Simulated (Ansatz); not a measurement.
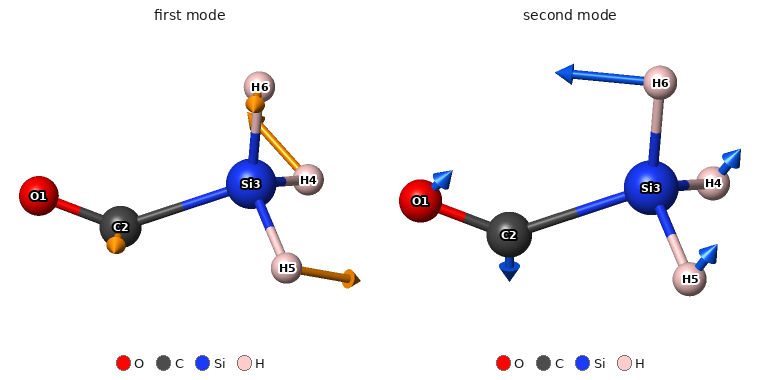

The system is CH3OSi, SMILES O=[C][SiH3], spin multiplicity 2; the picture shows the reference structure; its two panels give the patterns of the first and the second mode as arrows. 
- First axis: normal mode 1 (154 cm⁻¹). Second axis: normal mode 2 (230 cm⁻¹).
- Nothing is relaxed (straight displacements along the two mass-weighted modes).
- Grid: 11 × 11 points; 88 points were computed and 33 follow by symmetry.
- All energies are given in kcal/mol relative to the lowest grid point.
- All numbers below come from UKS PBE0-D4/def2-TZVP (Ansatz 0.2.0).

Its coordinates:

```xyz
6

O     1.0374   -1.7391    1.1425
C     0.7111   -1.1614    0.1794
Si   -0.2694    0.4469   -0.2048
H    -1.3777   -0.0322   -1.0631
H     0.6937    1.2463   -0.9972
H    -0.7951    1.2394    0.9432
```

Range: normal mode 1 (154 cm⁻¹) from −1.026 to 1.026 amu½·Å; normal mode 2 (230 cm⁻¹) from −0.965 to 0.965 amu½·Å.

What landscape does the calculation give?

The lowest grid point is at normal mode 1 (154 cm⁻¹) = 0.000 amu½·Å, normal mode 2 (230 cm⁻¹) = 0.000 amu½·Å. It is the only kind of minimum in the scanned range. The highest grid point, normal mode 1 (154 cm⁻¹) = −1.026 amu½·Å, normal mode 2 (230 cm⁻¹) = −0.965 amu½·Å, lies 11.4 kcal/mol above the lowest.

| normal mode 2 (230 cm⁻¹) ↓, normal mode 1 (154 cm⁻¹) → | −1.026 | −0.821 | −0.616 | −0.410 | −0.205 | 0.000 | 0.205 | 0.410 | 0.616 | 0.821 | 1.026 |
| --- | --- | --- | --- | --- | --- | --- | --- | --- | --- | --- | --- |
| 0.965 | 10.5 | 7.6 | 5.7 | 4.6 | 4.0 | 3.9 | 4.0 | 4.6 | 5.7 | 7.6 | 10.5 |
| 0.772 | 7.8 | 5.2 | 3.5 | 2.6 | 2.2 | 2.1 | 2.2 | 2.6 | 3.5 | 5.2 | 7.8 |
| 0.579 | 5.9 | 3.5 | 2.1 | 1.4 | 1.1 | 1.0 | 1.1 | 1.4 | 2.1 | 3.5 | 5.9 |
| 0.386 | 4.7 | 2.5 | 1.3 | 0.7 | 0.4 | 0.4 | 0.4 | 0.7 | 1.3 | 2.5 | 4.7 |
| 0.193 | 4.1 | 2.0 | 0.9 | 0.3 | 0.1 | 0.1 | 0.1 | 0.3 | 0.9 | 2.0 | 4.1 |
| 0.000 | 4.0 | 1.9 | 0.8 | 0.3 | 0.0 | 0.0 | 0.0 | 0.3 | 0.8 | 1.9 | 4.0 |
| −0.193 | 4.3 | 2.2 | 1.0 | 0.4 | 0.2 | 0.1 | 0.2 | 0.4 | 1.0 | 2.2 | 4.3 |
| −0.386 | 5.1 | 2.8 | 1.5 | 0.8 | 0.5 | 0.4 | 0.5 | 0.8 | 1.5 | 2.8 | 5.1 |
| −0.579 | 6.4 | 3.9 | 2.4 | 1.6 | 1.2 | 1.0 | 1.2 | 1.6 | 2.4 | 3.9 | 6.4 |
| −0.772 | 8.5 | 5.7 | 3.9 | 2.9 | 2.3 | 2.2 | 2.3 | 2.9 | 3.9 | 5.7 | 8.5 |
| −0.965 | 11.4 | 8.3 | 6.2 | 4.9 | 4.2 | 4.0 | 4.2 | 4.9 | 6.2 | 8.3 | 11.4 |

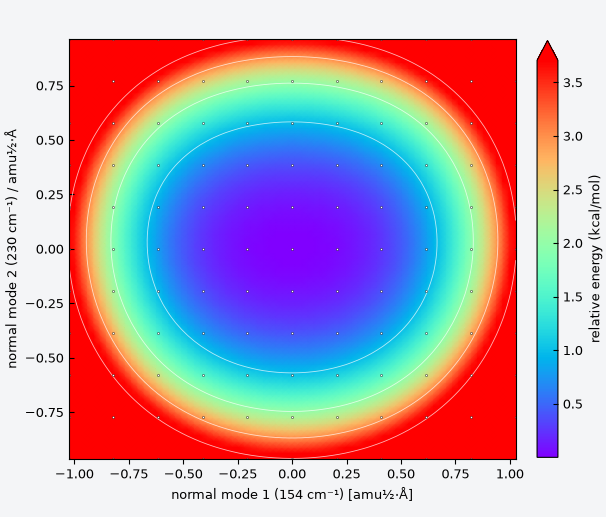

The picture shows a smooth colour map with a few white contour lines, dots at the grid points, one colour for all values above the top of the scale. Between grid points the surface is interpolated.

Each point was launched as `ansatz run input.yaml --threads 1 --pin off --max-ram 2560MiB --backend cpu --events-out ev --progress --plain --runs-dir out`. The whole map (88 points run) took 9.3 min on 1 thread of AMD EPYC 7R43 64-Core Processor (Zen 3), on a shared host.
